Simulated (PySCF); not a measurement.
**Run report: PH$_{3}$O, excited-state calculation**

System: PH$_{3}$O.
Method: TDDFT PBE0/aug-cc-pVTZ, vertical, gas phase, core orbitals frozen in the response (PySCF 2.14.0).

The geometry comes from this level: PBE0-D3(BJ)/def2-TZVP.

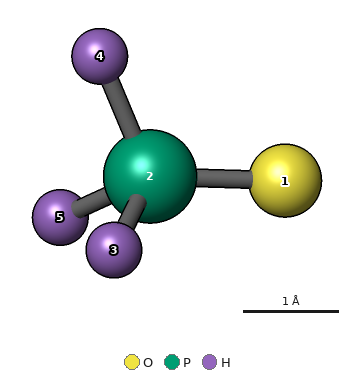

**Figure 1.** The structure as given in the input (ball-and-stick view, seen at a tilt; atoms are numbered from 1 in the order of the input). Bond lengths as drawn: H–P 1.42 Å and O–P 1.47 Å.

## Summary

| quantity | value |
| --- | --- |
| outcome | converged |
| total energy | −418.205692 hartree |
| HOMO | −8.41 eV |
| LUMO | −0.50 eV |
| dipole moment | 3.67 D |
| mean polarisability | 29.99 a.u. |
| lowest singlet excitation | 6.39 eV |
| hardware | 1 CPU thread, shared host |
| wall time | 3.2 s |
| peak memory | 0.52 GiB |

## The input
```
{"job": {"kind": "uv", "xc": "PBE0", "basis": "aug-cc-pVTZ", "ip": false, "dynamic": true}, "charge": 0, "multiplicity": 1}
O      1.071260    -0.856825     0.735559
P      0.238351     0.028493    -0.098177
H     -0.732449     0.813400     0.569900
H      0.911493     1.017152    -0.856001
H     -0.553071    -0.586855    -1.098282
```

The first line tells a small driver script what to run in PySCF; the rest is the geometry in Å.

Run as:
```bash
OMP_NUM_THREADS=1 python <driver script> task.json out
```

## The program's output
```
coarse grid: 4576 points
cycle   1  E = -418.0427657960  dE =  3.002e-01  |g| = 8.983e-01  |ddm| = 3.686e+00
cycle   2  E = -417.0589157874  dE =  9.839e-01  |g| = 2.292e+00  |ddm| = 2.745e+00
cycle   3  E = -418.2028916845  dE = -1.144e+00  |g| = 5.231e-02  |ddm| = 1.991e+00
cycle   4  E = -418.2036402093  dE = -7.485e-04  |g| = 2.210e-02  |ddm| = 1.358e-01
cycle   5  E = -418.2037573097  dE = -1.171e-04  |g| = 4.140e-03  |ddm| = 2.980e-02
cycle   6  E = -418.2037608093  dE = -3.500e-06  |g| = 8.964e-04  |ddm| = 5.734e-03
final grid: 39256 points
cycle   7  E = -418.2056827761  dE = -9.616e-06  |g| = 7.215e-03  |ddm| = 7.086e-02
cycle   8  E = -418.2056630248  dE =  1.975e-05  |g| = 1.263e-02  |ddm| = 2.015e-02
cycle   9  E = -418.2056916441  dE = -2.862e-05  |g| = 1.497e-03  |ddm| = 1.306e-02
cycle  10  E = -418.2056920777  dE = -4.335e-07  |g| = 9.226e-05  |ddm| = 1.652e-03
cycle  11  E = -418.2056920796  dE = -1.928e-09  |g| = 1.186e-05  |ddm| = 1.265e-04
cycle  12  E = -418.2056920796  dE = -3.138e-11  |g| = 2.063e-06  |ddm| = 2.071e-05
```

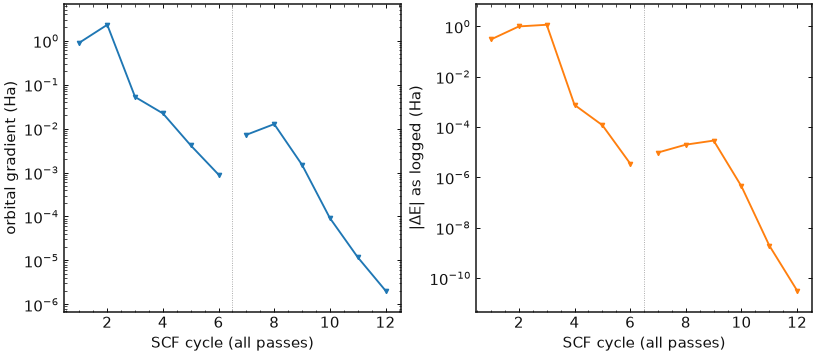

**Figure 2.** Convergence of the self-consistent field: orbital gradient and size of the energy change against the SCF cycle. The dotted line marks the change from a coarse to the final integration grid. The first 6 cycles use a coarse grid, the final grid takes over at cycle 7, and the field converges after 12 cycles in all.

```
converged SCF energy = -418.2056920796

Static polarisability (au): isotropic 29.990, principal 28.302 28.303 33.366

Singlet excitations
state   eV       nm        f      main configurations
  1   6.3924    194.0   0.02058   H->L+1 0.61, H->L 0.36
  2   6.3931    193.9   0.02064   H-1->L+1 0.61, H-1->L 0.36
  3   6.8687    180.5   0.01517   H->L 0.61, H->L+1 0.37
  4   6.8692    180.5   0.01517   H-1->L 0.61, H-1->L+1 0.37
  5   7.6341    162.4   0.00000   H->L+5 0.33, H-1->L+4 0.33, H->L+2 0.12
  6   7.8343    158.3   0.02068   H->L+4 0.23, H-1->L+5 0.23, H->L+3 0.18
  7   7.8344    158.3   0.02076   H-1->L+4 0.23, H->L+5 0.23, H-1->L+3 0.18
  8   8.1095    152.9   0.06923   H-1->L+2 0.38, H->L+3 0.38
  9   8.2027    151.2   0.00109   H->L+3 0.24, H->L+4 0.24, H-1->L+2 0.24
 10   8.2028    151.1   0.00108   H->L+2 0.25, H->L+5 0.24, H-1->L+3 0.24

Triplet excitations (Tamm-Dancoff, eV): 5.9859 5.9862 6.6684 6.6689
```

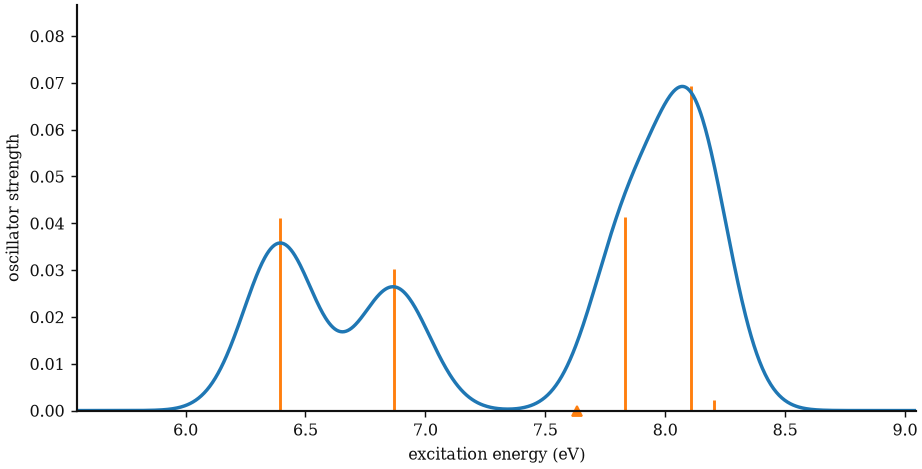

**Figure 3.** Computed excitations as sticks (degenerate states added up, dark ones marked on the axis), with a Gaussian envelope of 0.35 eV full width at half maximum, scaled to the tallest. Of the 10 states the lowest lies at 6.39 eV (f = 0.021); the strongest line is at 8.11 eV, or 153 nm (f = 0.069).

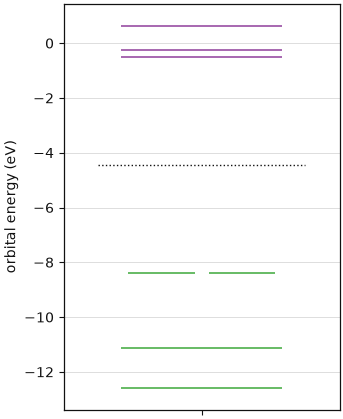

**Figure 4.** Orbital energies near the frontier; the dotted line parts filled from empty levels, and levels within 0.02 eV of each other stand side by side. Highest filled −8.41 eV, lowest empty −0.50 eV, 7.91 eV apart.
